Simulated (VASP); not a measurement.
Band structure of Ba (bcc). Calculation: r2SCAN meta-GGA, VASP's PBE PAW potentials (set 64) (plane waves; VASP).

Unless said otherwise, spin-orbit coupling is left out, though it shifts the bands of the heavy elements here.

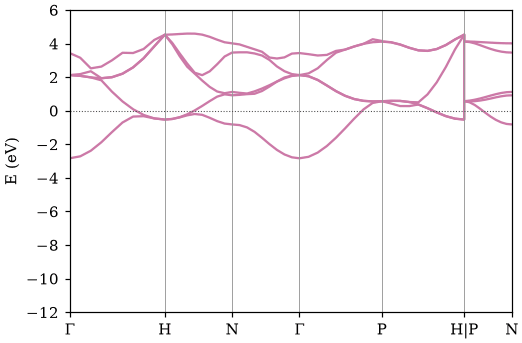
Bands along high-symmetry lines, zero at the valence-band maximum or, without a gap, the Fermi level

Question: Read the plot: is there a gap, and where are the band edges?

Answer: It has no gap at this level: it comes out as a metal or semimetal.

The compound is Ba in the bcc structure. It was relaxed first.
